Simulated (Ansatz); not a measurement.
**CaGa2GeSe4: relaxing a made-up structure**

Starting from a made-up structure for CaGa2GeSe4, the aim is the relaxed cell, its shortest contacts and, where a second run follows, its electronic structure.

Program: Ansatz 0.2.0. Level of theory: DFT, PBE, plane-wave PAW, files of the set soft_1, scalar-relativistic, no spin, cell and ions relaxed at zero pressure; PAW set soft_1, in the first sound run; inputs show where later runs differ. Results are calculated unless marked as measured.

### 1. The starting structure

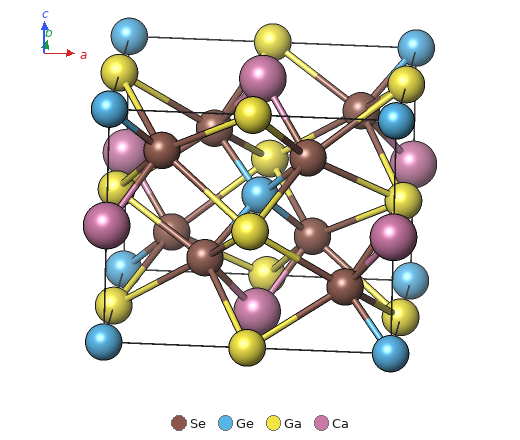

The cell as given, slightly off an axis (selenium brown, germanium blue, gallium yellow, calcium pink). This picture shows the conventional cell, with its axes. Bonds to atoms that aren't drawn are left out. Some periodic images of atoms are drawn too.

### 2. Relaxation of the guess

The guessed cell has no reason to be at equilibrium. It is relaxed with the atoms, within the space group of the guess.

Input file input.yaml:

```yaml
crystal:
  lattice:
    - [-4.0915, 4.0915, 3.426]
    - [4.0915, -4.0915, 3.426]
    - [4.0915, 4.0915, -3.426]
  atoms:
    - { symbol: Se, position: [0.3984, 0.048, 0.0] }
    - { symbol: Se, position: [0.6016, 0.6016, 0.6496] }
    - { symbol: Se, position: [0.048, 0.3984, 0.0] }
    - { symbol: Se, position: [0.952, 0.952, 0.3504] }
    - { symbol: Ge, position: [0.0, 0.0, 0.0] }
    - { symbol: Ga, position: [0.0, 0.5, 0.5] }
    - { symbol: Ga, position: [0.5, 0.0, 0.5] }
    - { symbol: Ca, position: [0.5, 0.5, 0.0] }
kpoints:
  mp_grid: { grid: [5, 5, 5] }
scf:
  occupations: { method: fermi_dirac, width: 0.05 }
hamiltonian:
  xc: pbe
  pseudopotentials: { kind: paw, azcp: { folder: soft_1 } }
relax:
  f_tol: 0.015
  max_steps: 70
  cell: {}
output:
  forces: true
  stress: true
```

On the command line:

```console
$ ansatz run input.yaml --threads 4 --pin off --max-ram 10240MiB --backend cpu --events-out ev --progress --plain --runs-dir out
```

Numbers of over 12 decimals in the logs are rounded to 6 here.

The log of the run:

```text
Engine: ansatz 0.2.0, aarch64-unknown-linux-gnu
Pseudopotentials: kind: paw
Pseudopotential: Se, paw, valence charge 16, recommended cutoff 420 eV (normal), soft_1/Se.paw.azcp
Pseudopotential: Ge, paw, valence charge 14, recommended cutoff 420 eV (normal), soft_1/Ge.paw.azcp
Pseudopotential: Ga, paw, valence charge 13, recommended cutoff 420 eV (normal), soft_1/Ga.paw.azcp
Pseudopotential: Ca, paw, valence charge 10, recommended cutoff 420 eV (normal), soft_1/Ca.paw.azcp
Functional definition: PBE
  parameter kappa = 0.804
  parameter beta = 0.066725
  exchange = pbe_x(kappa = kappa, mu = beta*pi^2/3)
  correlation = pbe_c(beta = beta)
Crystal: 8 atoms, lattice volume = 229.410 Å³
Basis set: ecut = 420 eV, 4535 PW (Γ), exchange–correlation on 90×90×90 points (8 copies of the dense FFT grid, shifted against one another)
Bands: 69, of which v1, the nominal top of the filled ones, is band 57 counted from 1 (56 counted from 0)
Symmetry: 8 space group operations
Space group: I-42m (ITA 121), of the structure as read, at distance tolerance 6.1e-5 Å
k-points: 18 of 125 (time reversal used)
Non-local potential: Se, projectors of the file, l = 0: 2, l = 1: 2, l = 2: 3, l = 3: 1
Non-local potential: Ge, projectors of the file, l = 0: 2, l = 1: 2, l = 2: 3, l = 3: 1
Non-local potential: Ga, projectors of the file, l = 0: 2, l = 1: 2, l = 2: 3, l = 3: 1
Non-local potential: Ca, projectors of the file, l = 0: 3, l = 1: 2, l = 2: 2
PAW form: soft (Blöchl's): semilocal exchange-correlation on the pseudo side does not see the compensation charge
PAW one-centre angular grid: Se, 590 points (default); XC on 64 Gauss nodes
PAW one-centre angular grid: Ge, 590 points (default); XC on 64 Gauss nodes
PAW one-centre angular grid: Ga, 590 points (default); XC on 64 Gauss nodes
PAW one-centre angular grid: Ca, 110 points (default); XC on 64 Gauss nodes
Initial density: superposition of atomic densities (chi_scale 0.1, normalization cell, long waves kept (reshape's long-wave potential 0.01 eV rms))
Initial wavefunctions: pseudopotential atomic-orbital guess
Functional: x = pbe(κ = 0.804, μ = 0.219515), c = pbe(β = 0.066725)
SCF iter   1: F=—  HF=-35562.834022 eV  |F-HF|=—  |Δ(HF+E_count)|=         —  Δρ=5.94e-2  dr2=1.97e1  ethr=3.10e-3  ⟨swp⟩=8.0  Hψ=5178  notcnv=0  defer=1
preconditioner: auto → Resta (q_TF=auto, 2.428 Å⁻¹)  ε∞=3.7  [insulator: Δε(μ)=0.439 eV  Ē_g=11.266 eV  σ=0.050 eV  W_gap=0.97  n_scr=62 (ndim 8)  ℏωp=18.3 eV  f_vac=0.000  D(μ)=0.03/eV (n_scr^D=0)  ε∞_Penn≈3.7]
SCF iter   2: F=—  HF=-35558.757693 eV  |F-HF|=—  |Δ(HF+E_count)|=    4.08e0  Δρ=1.80e-2  dr2=5.82e-1  ethr=3.10e-3  ⟨swp⟩=4.3  Hψ=2540  notcnv=0  defer=56
SCF iter   3: F=—  HF=-35558.581310 eV  |F-HF|=—  |Δ(HF+E_count)|=   1.76e-1  Δρ=9.79e-3  dr2=1.88e-1  ethr=5.11e-4  ⟨swp⟩=3.4  Hψ=2484  notcnv=0  defer=57
SCF iter   4: F=—  HF=-35558.556326 eV  |F-HF|=—  |Δ(HF+E_count)|=   2.50e-2  Δρ=2.50e-3  dr2=1.41e-2  ethr=1.65e-4  ⟨swp⟩=3.2  Hψ=1993  notcnv=0  defer=58
SCF iter   5: F=—  HF=-35558.556046 eV  |F-HF|=—  |Δ(HF+E_count)|=   2.80e-4  Δρ=8.44e-4  dr2=2.11e-3  ethr=1.23e-5  ⟨swp⟩=2.1  Hψ=2475  notcnv=0  defer=59
SCF iter   6: F=—  HF=-35558.557382 eV  |F-HF|=—  |Δ(HF+E_count)|=   1.34e-3  Δρ=4.67e-4  dr2=3.55e-4  ethr=1.85e-6  ⟨swp⟩=2.0  Hψ=1831  notcnv=0  defer=59
SCF iter   7: F=—  HF=-35558.557303 eV  |F-HF|=—  |Δ(HF+E_count)|=   7.92e-5  Δρ=1.40e-4  dr2=5.44e-5  ethr=3.12e-7  ⟨swp⟩=2.0  Hψ=2209  notcnv=0  defer=59
SCF iter   8: F=—  HF=-35558.557298 eV  |F-HF|=—  |Δ(HF+E_count)|=   4.79e-6  Δρ=3.75e-5  dr2=4.84e-6  ethr=4.77e-8  ⟨swp⟩=2.0  Hψ=1841  notcnv=0  defer=59
SCF iter   9: F=—  HF=-35558.557303 eV  |F-HF|=—  |Δ(HF+E_count)|=   4.54e-6  Δρ=2.03e-5  dr2=1.14e-6  ethr=4.25e-9  ⟨swp⟩=2.0  Hψ=1832  notcnv=0  defer=59
SCF iter  10: F=-35558.557302 eV  HF=-35558.557302 eV  |F-HF|=7.65e-8  |Δ(HF+E_count)|=   8.10e-7  Δρ=4.94e-6  dr2=6.07e-8  ethr=8.77e-11  ⟨swp⟩=3.0  Hψ=4790  notcnv=0
SCF 1 converged in 10 iterations: F = -35558.557302 eV  dr2 = 6.07e-8
  greatest PAW one-centre occupation: 1.000 electrons in one spin orbital (limit 2), on the Se atom at site 2 (counted from 0), in its partial waves of l = 2
relax step   1: F+E_penalty+E_count = -35558.55730221 eV  Δ(F+E_penalty+E_count) = +0.000e0 eV  max|allowed force component| = 9.308e-1 eV/Å  Δτ_max = 0.0000 Å  P = -2.580 GPa  Ω = 229.410 Å³  (10 SCF iters, dr2 threshold 1.00e-7 eV, accepted)
Crystal: 8 atoms, lattice volume = 217.879 Å³
Basis set: ecut = 420 eV, 4247 PW (Γ), exchange–correlation on 90×90×90 points (8 copies of the dense FFT grid, shifted against one another)
Initial density: handed on by an earlier stage of this run
Initial wavefunctions: those handed on with the density
iter 1 solved again at ethr=2.45e-4 eV; its pass at ethr=3.10e-3 eV (dr2=2.79e-1 eV) is discarded
SCF iter   1: F=—  HF=-35559.136210 eV  |F-HF|=—  |Δ(HF+E_count)|=         —  Δρ=1.39e-2  dr2=2.81e-1  ethr=2.45e-4  ⟨swp⟩=2.6  Hψ=5911  notcnv=0
preconditioner: auto → Resta (q_TF=auto, 2.449 Å⁻¹)  ε∞=3.5  [insulator: Δε(μ)=0.697 eV  Ē_g=11.961 eV  σ=0.050 eV  W_gap=1.00  n_scr=54 (ndim 8)  ℏωp=18.8 eV  f_vac=0.001  D(μ)=0.00/eV (n_scr^D=0)  ε∞_Penn≈3.5]
SCF iter   2: F=—  HF=-35559.057940 eV  |F-HF|=—  |Δ(HF+E_count)|=   7.83e-2  Δρ=6.27e-3  dr2=6.30e-2  ethr=2.45e-4  ⟨swp⟩=3.5  Hψ=1777  notcnv=0
SCF iter   3: F=—  HF=-35559.045885 eV  |F-HF|=—  |Δ(HF+E_count)|=   1.21e-2  Δρ=1.40e-3  dr2=2.92e-3  ethr=5.53e-5  ⟨swp⟩=3.5  Hψ=2658  notcnv=0  defer=4
SCF iter   4: F=—  HF=-35559.047068 eV  |F-HF|=—  |Δ(HF+E_count)|=   1.18e-3  Δρ=6.41e-4  dr2=6.68e-4  ethr=2.56e-6  ⟨swp⟩=2.0  Hψ=2347  notcnv=0  defer=5
SCF iter   5: F=—  HF=-35559.046681 eV  |F-HF|=—  |Δ(HF+E_count)|=   3.87e-4  Δρ=1.17e-4  dr2=3.30e-5  ethr=5.86e-7  ⟨swp⟩=2.0  Hψ=2254  notcnv=0  defer=5
SCF iter   6: F=—  HF=-35559.046670 eV  |F-HF|=—  |Δ(HF+E_count)|=   1.03e-5  Δρ=6.69e-5  dr2=8.04e-6  ethr=2.89e-8  ⟨swp⟩=2.0  Hψ=2254  notcnv=0  defer=5
SCF iter   7: F=—  HF=-35559.046671 eV  |F-HF|=—  |Δ(HF+E_count)|=   3.59e-7  Δρ=2.36e-5  dr2=8.95e-7  ethr=7.05e-9  ⟨swp⟩=2.0  Hψ=2254  notcnv=0  defer=5
SCF iter   8: F=-35559.046671 eV  HF=-35559.046671 eV  |F-HF|=1.32e-7  |Δ(HF+E_count)|=   8.84e-7  Δρ=8.22e-6  dr2=1.53e-7  ethr=7.02e-10  ⟨swp⟩=4.0  Hψ=4392  notcnv=0
SCF 2 converged in 8 iterations: F = -35559.046671 eV  dr2 = 1.53e-7
  greatest PAW one-centre occupation: 1.000 electrons in one spin orbital (limit 2), on the Se atom at site 3 (counted from 0), in its partial waves of l = 2
relax step   2: F+E_penalty+E_count = -35559.04667131 eV  Δ(F+E_penalty+E_count) = -4.894e-1 eV  max|allowed force component| = 1.461e-1 eV/Å  Δτ_max = 0.1979 Å  P = -0.974 GPa  Ω = 217.879 Å³  energy of the carried Pulay correction = +1.015e-3 eV  (8 SCF iters, dr2 threshold 8.00e-7 eV, accepted)
Crystal: 8 atoms, lattice volume = 209.356 Å³
Basis set: ecut = 420 eV, 4071 PW (Γ), exchange–correlation on 90×90×90 points (8 copies of the dense FFT grid, shifted against one another)
iter 1 solved again at ethr=1.57e-5 eV; its pass at ethr=3.10e-3 eV (dr2=1.79e-2 eV) is discarded
SCF iter   1: F=—  HF=-35559.167311 eV  |F-HF|=—  |Δ(HF+E_count)|=         —  Δρ=2.45e-3  dr2=1.81e-2  ethr=1.57e-5  ⟨swp⟩=2.3  Hψ=6850  notcnv=0
preconditioner: auto → Resta (q_TF=auto, 2.465 Å⁻¹)  ε∞=3.6  [insulator: Δε(μ)=0.550 eV  Ē_g=11.917 eV  σ=0.050 eV  W_gap=0.99  n_scr=54 (ndim 8)  ℏωp=19.2 eV  f_vac=0.000  D(μ)=0.01/eV (n_scr^D=0)  ε∞_Penn≈3.6]
SCF iter   2: F=—  HF=-35559.163471 eV  |F-HF|=—  |Δ(HF+E_count)|=   3.84e-3  Δρ=1.29e-3  dr2=4.41e-3  ethr=1.57e-5  ⟨swp⟩=2.1  Hψ=1614  notcnv=0
SCF iter   3: F=—  HF=-35559.162981 eV  |F-HF|=—  |Δ(HF+E_count)|=   4.90e-4  Δρ=3.33e-4  dr2=2.57e-4  ethr=3.87e-6  ⟨swp⟩=2.0  Hψ=1818  notcnv=0
SCF iter   4: F=—  HF=-35559.162908 eV  |F-HF|=—  |Δ(HF+E_count)|=   7.27e-5  Δρ=1.85e-4  dr2=7.11e-5  ethr=2.26e-7  ⟨swp⟩=2.0  Hψ=2268  notcnv=0
SCF iter   5: F=—  HF=-35559.162911 eV  |F-HF|=—  |Δ(HF+E_count)|=   3.07e-6  Δρ=5.07e-5  dr2=7.54e-6  ethr=6.24e-8  ⟨swp⟩=2.0  Hψ=2258  notcnv=0
SCF iter   6: F=—  HF=-35559.162916 eV  |F-HF|=—  |Δ(HF+E_count)|=   5.38e-6  Δρ=2.03e-5  dr2=8.01e-7  ethr=6.62e-9  ⟨swp⟩=2.0  Hψ=2258  notcnv=0
SCF iter   7: F=-35559.162916 eV  HF=-35559.162916 eV  |F-HF|=9.91e-8  |Δ(HF+E_count)|=   1.67e-7  Δρ=7.25e-6  dr2=1.02e-7  ethr=7.02e-10  ⟨swp⟩=5.0  Hψ=4709  notcnv=0
SCF 3 converged in 7 iterations: F = -35559.162916 eV  dr2 = 1.02e-7
relax step   3: F+E_penalty+E_count = -35559.16291636 eV  Δ(F+E_penalty+E_count) = -1.162e-1 eV  max|allowed force component| = 1.416e-1 eV/Å  Δτ_max = 0.0114 Å  P = +0.211 GPa  Ω = 209.356 Å³  energy of the carried Pulay correction = +1.800e-3 eV  (7 SCF iters, dr2 threshold 8.00e-7 eV, accepted)
[...]
relax step   4: F+E_penalty+E_count = -35559.20284851 eV  Δ(F+E_penalty+E_count) = -3.993e-2 eV  max|allowed force component| = 9.984e-2 eV/Å  Δτ_max = 0.0671 Å  P = +0.452 GPa  Ω = 200.265 Å³  energy of the carried Pulay correction = +2.671e-3 eV  (7 SCF iters, dr2 threshold 8.00e-7 eV, accepted)
[...]
relax step   5: F+E_penalty+E_count = -35559.21089069 eV  Δ(F+E_penalty+E_count) = -8.042e-3 eV  max|allowed force component| = 1.596e-2 eV/Å  Δτ_max = 0.0194 Å  P = -0.013 GPa  Ω = 203.359 Å³  energy of the carried Pulay correction = +2.371e-3 eV  (6 SCF iters, dr2 threshold 6.23e-7 eV, accepted)
[...]
relax step   6: F+E_penalty+E_count = -35559.21116280 eV  Δ(F+E_penalty+E_count) = -2.721e-4 eV  max|allowed force component| = 2.205e-3 eV/Å  Δτ_max = 0.0028 Å  P = -0.000 GPa  Ω = 203.650 Å³  energy of the carried Pulay correction = +2.343e-3 eV  (6 SCF iters, dr2 threshold 2.72e-8 eV, accepted)
Initial wavefunctions: pseudopotential atomic-orbital guess (no wavefunctions were taken with the density)
iter 1 solved again at ethr=2.42e-7 eV; its pass at ethr=3.10e-3 eV (dr2=2.75e-4 eV) is discarded
SCF iter   1: F=—  HF=-35559.202500 eV  |F-HF|=—  |Δ(HF+E_count)|=         —  Δρ=4.58e-4  dr2=1.60e-5  ethr=2.42e-7  ⟨swp⟩=3.1  Hψ=8178  notcnv=0
preconditioner: auto → Resta (q_TF=auto, 2.477 Å⁻¹)  ε∞=3.7  [insulator: Δε(μ)=0.339 eV  Ē_g=11.886 eV  σ=0.050 eV  W_gap=0.93  n_scr=54 (ndim 8)  ℏωp=19.5 eV  f_vac=0.000  D(μ)=0.04/eV (n_scr^D=0)  ε∞_Penn≈3.7]
SCF iter   2: F=—  HF=-35559.207332 eV  |F-HF|=—  |Δ(HF+E_count)|=   4.83e-3  Δρ=2.40e-4  dr2=7.67e-6  ethr=1.40e-8  ⟨swp⟩=2.0  Hψ=1894  notcnv=0
SCF iter   3: F=—  HF=-35559.208950 eV  |F-HF|=—  |Δ(HF+E_count)|=   1.62e-3  Δρ=4.42e-5  dr2=1.46e-7  ethr=6.73e-9  ⟨swp⟩=2.0  Hψ=1746  notcnv=0
SCF iter   4: F=—  HF=-35559.209008 eV  |F-HF|=—  |Δ(HF+E_count)|=   5.84e-5  Δρ=5.21e-6  dr2=2.78e-8  ethr=1.28e-10  ⟨swp⟩=2.2  Hψ=2266  notcnv=0
SCF iter   5: F=—  HF=-35559.209008 eV  |F-HF|=—  |Δ(HF+E_count)|=   4.11e-7  Δρ=1.87e-6  dr2=4.69e-9  ethr=2.44e-11  ⟨swp⟩=2.0  Hψ=2265  notcnv=0
SCF iter   6: F=—  HF=-35559.209008 eV  |F-HF|=—  |Δ(HF+E_count)|=   1.30e-8  Δρ=1.30e-6  dr2=9.53e-10  ethr=4.11e-12  ⟨swp⟩=2.0  Hψ=1890  notcnv=0
SCF iter   7: F=—  HF=-35559.209008 eV  |F-HF|=—  |Δ(HF+E_count)|=   3.77e-8  Δρ=4.85e-7  dr2=1.73e-10  ethr=1.00e-12  ⟨swp⟩=2.0  Hψ=1888  notcnv=0
SCF iter   8: F=-35559.209008 eV  HF=-35559.209008 eV  |F-HF|=2.18e-11  |Δ(HF+E_count)|=   5.89e-9  Δρ=8.82e-8  dr2=2.29e-11  ethr=1.00e-12  ⟨swp⟩=4.0  Hψ=4031  notcnv=0
SCF 7 converged in 8 iterations: F = -35559.209008 eV  dr2 = 2.29e-11
relax step   7: F+E_penalty+E_count = -35559.20900841 eV  Δ(F+E_penalty+E_count) = +2.154e-3 eV  max|allowed force component| = 2.074e-3 eV/Å  Δτ_max = 0.0000 Å  P = -0.003 GPa  Ω = 203.650 Å³  stress off target by 8.06e-3 GPa  SCF on the basis re-selected at this cell (its energy is not comparable with the rows above)  (8 SCF iters)
basis re-selected at this cell: Δ(F+E_penalty+E_count) = +2.154e-3 eV, ΔP = -0.003 GPa vs the last step (what re-selecting the basis moved, of the pressure what is left beyond the Pulay correction that the steps carried, after the strain that the cell walked since its last selection, with what the two solves' SCF thresholds leave and, on support functions, any second-order correction that the steps lacked; it is no m [...]
SCF converged after 8 iterations
Free energy (F): -35559.209008 eV
Harris-Foulkes:  -35559.209008 eV  (|F-HF|=2.18e-11)
Internal energy: -35559.208518 eV  (E = F + TS)
E sigma→0 (E₀):  -35559.208763 eV
Entropy (-TS):   -0.000490 eV (-0.061 meV/atom)
Fermi energy:    7.697893 eV
--- Per-component energies (eV) ---
  E_band       = -2019.695257
  E_kinetic    = 1005.690747
  E_local      = -16887.297319  (includes V_loc(G=0)·N_el)
  E_nonlocal   = -1313.472187
  E_hartree    = 8876.661557
  E_xc         = -667.573879
  E_vxc        = -697.310095  (∫ρ·V_xc dr)
  E_paw        = -15354.810886  (= ΣΔE_a)
  E_vpaw       = -1880.627872  (= ΣTr[D̂ρ^β])
  E_aug_tail   = -0.001829  (compensation charges beyond the density's cutoff)
  E_ewald      = -11218.404723
  E_smearing   = -0.000490  (= −TS)
  E_closure    = -0.000000  (closes the sum)
  Σ components = -35559.209008   (vs F -35559.209008, Δ=0.00e0)
--- Forces (eV/Å), atoms counted from 1 ---
  atom   1  Se     0.00207390    -0.00207390     0.00150143
  atom   2  Se     0.00207390     0.00207390    -0.00150143
  atom   3  Se    -0.00207390     0.00207390     0.00150143
  atom   4  Se    -0.00207390    -0.00207390    -0.00150143
  atom   5  Ge     0.00000000     0.00000000     0.00000000
  atom   6  Ga     0.00000000     0.00000000     0.00000000
  atom   7  Ga     0.00000000     0.00000000     0.00000000
  atom   8  Ca     0.00000000     0.00000000    -0.00000000
  max |Σ_I F_I| component: 2.15e-17 eV/Å
--- Stress (GPa, compression-positive) ---
       -0.008060       0.000000      -0.000000
        0.000000      -0.008060       0.000000
        0.000000       0.000000       0.007620
  P = ⅓ Tr σ = -0.0028 GPa (-0.028 kbar)
--- Relaxed structure (6 steps of the walk, 6 accepted, 1 SCFs on fresh bases) ---
  F+E_penalty+E_count = -35559.20900841 eV   max|allowed force component| = 2.074e-3 eV/Å   (the final SCF, on the basis selected at the relaxed cell)
  cell:  # Å, volume = 203.6505 Å³
    - [-3.764967, 3.764967, 3.591725]
    - [3.764967, -3.764967, 3.591725]
    - [3.764967, 3.764967, -3.591725]
  atoms:
    - { symbol: Se, position: [0.380176, 0.013606, -2.7755575615628914e-17] }
    - { symbol: Se, position: [0.619824, 0.619824, 0.633429] }
    - { symbol: Se, position: [0.013606, 0.380176, 2.7755575615628914e-17] }
    - { symbol: Se, position: [0.986394, 0.986394, 0.366571] }
    - { symbol: Ge, position: [0, 2.238352950822067e-19, 0] }
    - { symbol: Ga, position: [5.253532668184921e-19, 0.500000, 0.500000] }
    - { symbol: Ga, position: [0.5, 2.238352950822111e-19, 0.5] }
    - { symbol: Ca, position: [0.500000, 0.500000, 3.4065929479551225e-19] }
```

Elapsed: 40 s, on 4 threads of Arm Neoverse V2, shared host; peak memory 0.77 GiB; 2.6 min of CPU time.

Step by step:

| step | energy less that of the first step (eV) | largest force component (eV/Å) | pressure (GPa) | volume (Å³) |
| --- | --- | --- | --- | --- |
| 1 | 0.0000 | 0.9308 | -2.58 | 229.41 |
| 2 | -0.4894 | 0.1461 | -0.97 | 217.88 |
| 3 | -0.6056 | 0.1416 | 0.21 | 209.36 |
| 4 | -0.6455 | 0.0998 | 0.45 | 200.26 |
| 5 | -0.6536 | 0.0160 | -0.01 | 203.36 |
| 6 | -0.6539 | 0.0022 | 0.00 | 203.65 |
| 7* | -0.6517 | 0.0021 | 0.00 | 203.65 |

Relaxation steps marked * repeat the geometry before them on a plane-wave basis chosen anew for their cell, so energy and pressure can jump there.

Forces are held to the 8 operations that the run works with; a distortion that breaks them can't arise in this run.

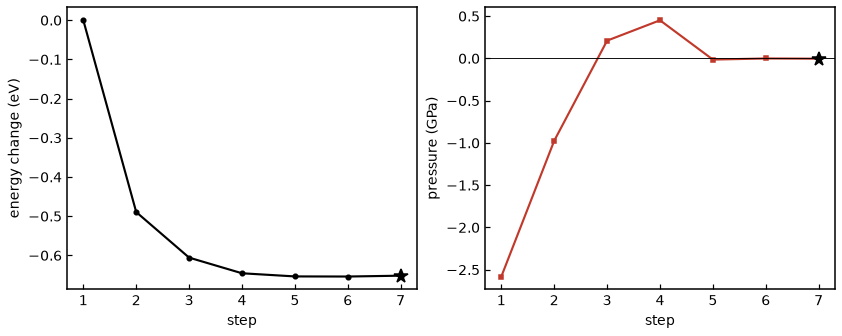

Energy and pressure along the relaxation. Stars mark steps on a basis chosen anew.

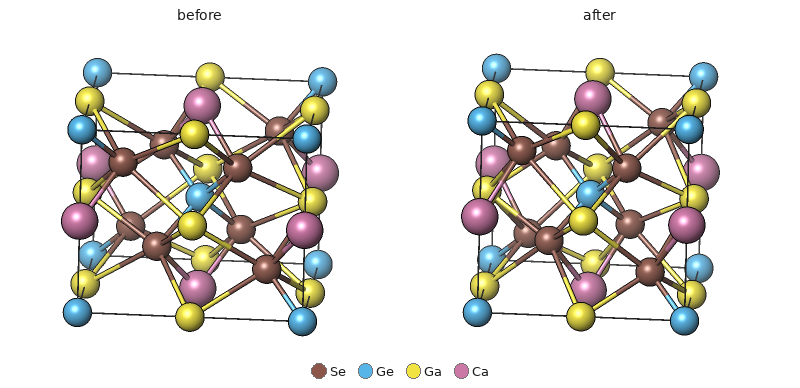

The structure before and after the relaxation, drawn at the same scale. Bonds to atoms that aren't drawn are left out.

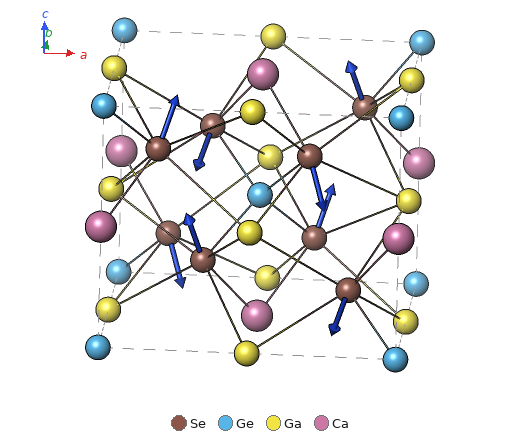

Displacements in the relaxation, exaggerated, measured against the changing cell; the longest in the cell stands for 0.21 Å. Bonds to atoms that aren't drawn are left out. Some periodic images of atoms are drawn too.

```
conventional cell, symmetrised  before  after   change
                         a (Å)   8.183  7.530   -8.0 %
                         b (Å)   8.183  7.530   -8.0 %
                         c (Å)   6.852  7.183   +4.8 %
              volume (Å³/atom)   28.68  25.46  -11.2 %
```

The atoms that moved most (Å, as changes of fractional coordinates times the final cell):

| atom | dx | dy | dz | length |
| --- | --- | --- | --- | --- |
| Se3 | 0.061 | -0.061 | -0.189 | 0.208 |
| Se1 | -0.061 | 0.061 | -0.189 | 0.208 |
| Se2 | -0.061 | -0.061 | 0.189 | 0.208 |
| Se4 | 0.061 | 0.061 | 0.189 | 0.208 |

Numbers from this step:

| Item | Value |
| --- | --- |
| free energy | -35559.2090 eV |
| energy at zero smearing | -35559.2088 eV |
| Fermi energy | 7.698 eV |
| gap by band count | 0.3386 eV |
| electrons | 114 |
| symmetry operations | 8 |
| pressure | -0.002833 GPa |

Shortest distances by pair of elements, guess and relaxed (not always the same contact):

| pair | guess (Å) | relaxed (Å) |
| --- | --- | --- |
| Ge–Se | 2.540 | 2.410 |
| Ca–Se | 2.776 | 2.924 |
| Ga–Se | 3.385 | 3.097 |
| Ca–Ge | 3.426 | 3.592 |
| Ga–Ga | 3.426 | 3.592 |

The relaxation ends with a largest force component of 0.0021 eV/Å and a pressure of 0.00 GPa.

(Continued in part 2 of 2.)

[Logs are printed without paths, hosts, clocks, repeated set-up lines and the standing remarks that a program may print on its own settings, such as how far it seeks lower states.]

[Hosts, paths, dates, database ids (printed as entryN), source tags and the programs' standing remarks are cut or masked in the printed files.]
